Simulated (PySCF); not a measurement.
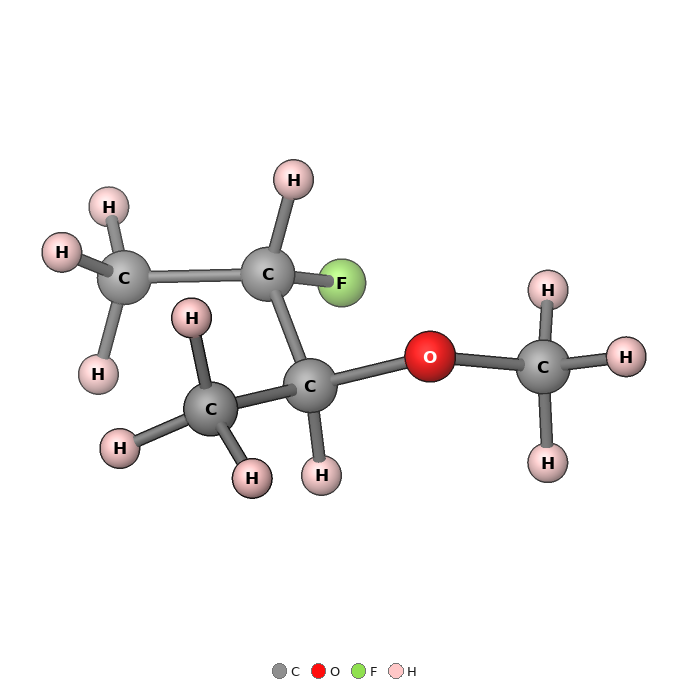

Orthographic view. Atoms fade into the background with distance from the viewer. Computed geometry: GFN2-xTB optimisation. No frequency run is at hand to confirm it as a minimum.

### Give the standard InChI.

InChI=1S/C5H11FO/c1-4(6)5(2)7-3/h4-5H,1-3H3/t4-,5-/m0/s1
